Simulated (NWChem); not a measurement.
# InHCl2 (SMILES [Cl][InH][Cl]) at BP86/def2-SVP (core potential)

What is the vertical ionisation energy of InHCl2 at BP86/def2-SVP (core potential)? 

The results are computed with NWChem 7.3.0.

**1. The system as given**

InHCl2: 4 atoms, total charge 0, spin state singlet. As SMILES, `[Cl][InH][Cl]`. The coordinates come from a PBE0-D4/def2-TZVP relaxation.

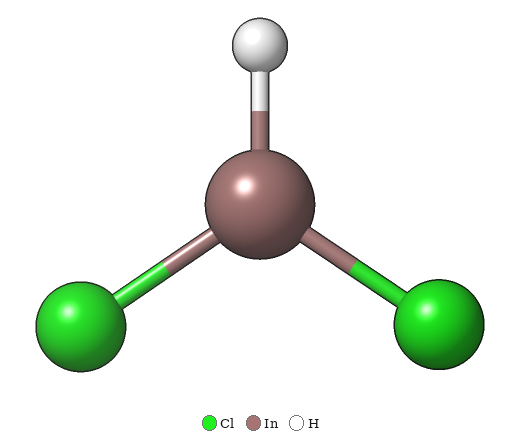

The structure, seen from a chosen angle (chlorine green, indium brown, hydrogen white).

**2. A single-point energy at BP86/def2-SVP (core potential)**

The input, run.nw:

```
start run
title "Cl2HIn"
memory 2200 mb

geometry units bohr noautosym nocenter noautoz
  Cl -3.41530203  1.33943788 -1.87574215
  In  0.28289200  0.24982179  0.18065782
  Cl  1.01667266 -4.05535226  0.03741658
  H   2.22080614  2.35195313  1.61930632
end

basis spherical bse
  * library def2-SVP
end

ecp bse
  In library def2-SVP
end

dft
  xc becke88 perdew86
  grid fine
  convergence energy 1e-08
  maxiter 100
  mulliken
  noprint "final vectors analysis"
end

task dft energy
```

The run is started by

```console
$ nwchem run.nw > run.out
```

Output:

```text
Northwest Computational Chemistry Package (NWChem) 7.3.0
             --------------------------------------------------------

           Job information
           ---------------

    nwchem branch   = 7.3.0
    use scalapack   = T
    input           = run.nw
    prefix          = run.
    data base       = ./run.db
    status          = startup
    nproc           =        1

           Memory information
           ------------------

    heap     =     72089596 doubles =      550.0 Mbytes
    stack    =     72089601 doubles =      550.0 Mbytes
    global   =    144179200 doubles =     1100.0 Mbytes (distinct from heap & stack)
    total    =    288358397 doubles =     2200.0 Mbytes
    verify   = yes
    hardfail = no

           Directory information
           ---------------------

  0 permanent = .
  0 scratch   = .

                                NWChem Input Module
                                -------------------

                                      Cl2HIn
                                      ------

                             Geometry "geometry" -> ""
                             -------------------------

 Output coordinates in a.u. (scale by  1.000000000 to convert to a.u.)

  No.       Tag          Charge          X              Y              Z
 ---- ---------------- ---------- -------------- -------------- --------------
    1 Cl                  17.0000    -3.41530203     1.33943788    -1.87574215
    2 In                  49.0000     0.28289200     0.24982179     0.18065782
    3 Cl                  17.0000     1.01667266    -4.05535226     0.03741658
    4 H                    1.0000     2.22080614     2.35195313     1.61930632

      Atomic Mass
      -----------

      Cl                34.968850
      In               114.904100
      H                  1.007825

 Effective nuclear repulsion energy (a.u.)     441.5727124995

            Nuclear Dipole moment (a.u.)
            ----------------------------
        X                 Y               Z
 ---------------- ---------------- ----------------
   -24.6941851500   -31.5773236200   -20.7799951900

            XYZ format geometry
            -------------------
     4
 geometry
 Cl                   -1.80730013     0.70880005    -0.99260007
 In                    0.14970001     0.13220001     0.09560001
 Cl                    0.53800004    -2.14600015     0.01980000
 H                     1.17520008     1.24460009     0.85690006

 ==============================================================================
                                internuclear distances
 ------------------------------------------------------------------------------
       center one      |      center two      | atomic units |       a.u.
 ------------------------------------------------------------------------------
    2 In               |   1 Cl               |     4.36952  |     4.36952
    3 Cl               |   2 In               |     4.36961  |     4.36961
    4 H                |   2 In               |     3.20065  |     3.20065
 ------------------------------------------------------------------------------
                         number of included internuclear distances:          3
 ==============================================================================

 ==============================================================================
                                 internuclear angles
 ------------------------------------------------------------------------------
        center 1       |       center 2       |       center 3       |  degrees
 ------------------------------------------------------------------------------
    1 Cl               |   2 In               |   3 Cl               |   111.86
    1 Cl               |   2 In               |   4 H                |   124.07
    3 Cl               |   2 In               |   4 H                |   124.07
 ------------------------------------------------------------------------------
                            number of included internuclear angles:          3
 ==============================================================================

 Summary of "ao basis" -> "" (spherical)
 ------------------------------------------------------------------------------
       Tag                 Description            Shells   Functions and Types
 ---------------- ------------------------------  ------  ---------------------
 *                          def2-SVP                  on all atoms

                 ECP       "ecp basis" -> "" (cartesian)
                -----
  [basis functions not shown]

                                 NWChem DFT Module
                                 -----------------

                                      Cl2HIn

                      Basis "ao basis" -> "ao basis" (spherical)
                      -----
  [basis functions not shown]

 Summary of "ao basis" -> "ao basis" (spherical)
 ------------------------------------------------------------------------------
       Tag                 Description            Shells   Functions and Types
 ---------------- ------------------------------  ------  ---------------------
 Cl                         def2-SVP                 8       18   4s3p1d
 In                         def2-SVP                10       26   4s4p2d
 H                          def2-SVP                 3        5   2s1p

 Summary of "ao basis" -> "ao basis" (spherical)
 ------------------------------------------------------------------------------
       Tag                 Description            Shells   Functions and Types
 ---------------- ------------------------------  ------  ---------------------
 Cl                         def2-SVP                 8       18   4s3p1d
 In                         def2-SVP                10       26   4s4p2d
 H                          def2-SVP                 3        5   2s1p

  Caching 1-el integrals
  itol2e modified to match energy
  convergence criterion.
  tol_rho modified to match energy
  convergence criterion.

            General Information
            -------------------
          SCF calculation type: DFT
          Wavefunction type:  closed shell.
          No. of atoms     :     4
          No. of electrons :    56
           Alpha electrons :    28
            Beta electrons :    28
          Charge           :     0
          Spin multiplicity:     1
          Use of symmetry is: off; symmetry adaption is: off
          Maximum number of iterations: 100
          AO basis - number of functions:    67
                     number of shells:    29
          Convergence on energy requested:  1.00D-08
          Convergence on density requested:  1.00D-05
          Convergence on gradient requested:  5.00D-04

              XC Information
              --------------
                    Becke 1988 Exchange Functional  1.000
                Perdew 1981 Correlation Functional  1.000 local
                Perdew 1986 Correlation Functional  1.000 non-local

             Grid Information
             ----------------
          Grid used for XC integration:  fine
          Radial quadrature: Mura-Knowles
          Angular quadrature: Lebedev.
          Tag              B.-S. Rad. Rad. Pts. Rad. Cut. Ang. Pts.
          ---              ---------- --------- --------- ---------
          Cl                  1.00      123          10.0       770
          In                  1.55      141           8.0       974
          H                   0.35       60          10.0       590
          Grid pruning is: on
          Number of quadrature shells:   447
          Spatial weights used:  Erf1

          Convergence Information
          -----------------------
          Convergence aids based upon iterative change in
          total energy or number of iterations.
          Levelshifting, if invoked, occurs when the
          HOMO/LUMO gap drops below (HL_TOL):  1.00D-02
          DIIS, if invoked, will attempt to extrapolate
          using up to (NFOCK): 10 stored Fock matrices.

                    Damping( 0%)  Levelshifting(0.5)       DIIS
                  --------------- ------------------- ---------------
          dE  on:    start            ASAP                start
          dE off:    2 iters        100 iters           100 iters

      Screening Tolerance Information
      -------------------------------
          Density screening/tol_rho:  1.00D-11
          AO Gaussian exp screening on grid/accAOfunc:  18
          CD Gaussian exp screening on grid/accCDfunc:  20
          XC Gaussian exp screening on grid/accXCfunc:  20
          Schwarz screening/accCoul:  1.00D-09

      Superposition of Atomic Density Guess
      -------------------------------------

 Sum of atomic energies:       -1137.19661931

      Non-variational initial energy
      ------------------------------

 Total energy =   -1108.596236
 1-e energy   =   -2034.125278
 2-e energy   =     710.575311
 HOMO         =      -0.385842
 LUMO         =      -0.014525

   Time after variat. SCF:      0.3

     ---------------------------------------------
      Total Density - Mulliken Population Analysis
     ---------------------------------------------

    Atom       Charge   Shell Charges
 -----------   ------   -------------------------------------------------------
    1 Cl  17    17.57   2.00  1.99  1.23  0.72  5.94  2.20  3.48  0.01
    2 In  21    19.79  -0.60  2.60  0.72  0.31  2.76  3.23  0.54  0.17  9.70  0.37
    3 Cl  17    17.57   2.00  1.99  1.23  0.72  5.94  2.20  3.48  0.01
    4 H    1     1.07   0.60  0.46  0.01
   Time prior to 1st pass:      0.3

 Grid_pts file          = ./run.gridpts.0
 Record size in doubles =  12289        No. of grid_pts per rec  =   3070
 Max. records in memory =    157        Max. recs in file   = *********

           Memory utilization after 1st SCF pass:
           Heap Space remaining (MW):       36.60            36596036
          Stack Space remaining (MW):       72.09            72089100

   convergence    iter        energy       DeltaE   RMS-Dens  Diis-err    time
 ---------------- ----- ----------------- --------- --------- ---------  ------
 d= 0,ls=0.0,diis     1  -1111.0560145350 -1.33D+03  3.12D-02  4.86D-01     1.2
 d= 0,ls=0.0,diis     2  -1110.8993518552  1.57D-01  2.05D-02  1.29D+00     1.9
 d= 0,ls=0.0,diis     3  -1111.1241349719 -2.25D-01  2.82D-03  4.04D-02     2.7
 d= 0,ls=0.0,diis     4  -1111.1299506554 -5.82D-03  6.58D-04  1.50D-03     3.5
 d= 0,ls=0.0,diis     5  -1111.1301512862 -2.01D-04  2.07D-04  1.38D-04     4.2
  Resetting Diis
 d= 0,ls=0.0,diis     6  -1111.1301701536 -1.89D-05  6.76D-05  1.32D-05     5.0
 d= 0,ls=0.0,diis     7  -1111.1301726517 -2.50D-06  3.36D-05  5.29D-07     5.8
 d= 0,ls=0.0,diis     8  -1111.1301724480  2.04D-07  1.91D-05  1.45D-06     6.6
 d= 0,ls=0.0,diis     9  -1111.1301727486 -3.01D-07  3.09D-06  1.65D-08     7.3
 d= 0,ls=0.0,diis    10  -1111.1301727515 -2.94D-09  8.31D-07  2.05D-09     8.1

         Total DFT energy =    -1111.130172751547
      One electron energy =    -2034.939546665338
           Coulomb energy =      782.675463062894
    Exchange-Corr. energy =      -73.819820405436
 Nuclear repulsion energy =      214.953731256332

 Numeric. integr. density =       56.000000987619

     Total iterative time =      7.7s

     ---------------------------------------------
      Total Density - Mulliken Population Analysis
     ---------------------------------------------

    Atom       Charge   Shell Charges
 -----------   ------   -------------------------------------------------------
    1 Cl  17    17.23   2.00  1.98  1.28  0.68  5.93  2.13  3.21  0.01
    2 In  21    20.49  -0.60  2.60  1.00  0.14  2.78  3.23  0.97  0.23  9.62  0.53
    3 Cl  17    17.23   2.00  1.98  1.28  0.68  5.93  2.13  3.21  0.01
    4 H    1     1.06   0.66  0.39  0.01

     -------------------------------------------
      Total Density - Lowdin Population Analysis
     -------------------------------------------

    Atom       Charge   Shell Charges
 -----------   ------   -------------------------------------------------------
    1 Cl  17    17.02   2.00  1.96  1.06  0.78  5.82  2.24  3.15  0.01
    2 In  21    20.90   0.54  1.39  0.72  0.41  2.85  3.03  1.06  0.53  9.35  1.02
    3 Cl  17    17.02   2.00  1.96  1.06  0.78  5.82  2.24  3.15  0.01
    4 H    1     1.07   0.58  0.47  0.03

 center of mass
 --------------
 x =  -0.26437329 y =  -0.34380751 z =  -0.22541789

 moments of inertia (a.u.)
 ------------------
         748.641987585995         307.651198477773        -223.769644534997
         307.651198477773         565.240693046787          98.542420714535
        -223.769644534997          98.542420714535        1073.816948867670

     Multipole analysis of the density
     ---------------------------------

     L   x y z        total         alpha         beta         nuclear
     -   - - -        -----         -----         ----         -------
     0   0 0 0     -0.000000    -28.000000    -28.000000     56.000000

     1   1 0 0      0.543964     16.579563     16.579563    -32.615161
     1   0 1 0      0.590132     19.581233     19.581233    -38.572334
     1   0 0 1      0.403534     13.120974     13.120974    -25.838414

     2   2 0 0    -37.572747   -130.024902   -130.024902    222.477057
     2   1 1 0      1.536861     71.343933     71.343933   -141.151005
     2   1 0 1     -2.017210    -58.119572    -58.119572    114.221934
     2   0 2 0    -39.037883   -177.979892   -177.979892    316.921901
     2   0 1 1      0.204479     20.369593     20.369593    -40.534707
     2   0 0 2    -35.042320    -49.093301    -49.093301     63.144282

 Task  times  cpu:        8.0s     wall:        8.0s
 Total times  cpu:        8.1s     wall:        8.1s
```

Run time: 8.7 s. Hardware: 1 thread of Intel Xeon Platinum 8488C (Sapphire Rapids), shared host; peak memory 0.12 GiB.

[end of part 1 of 2]
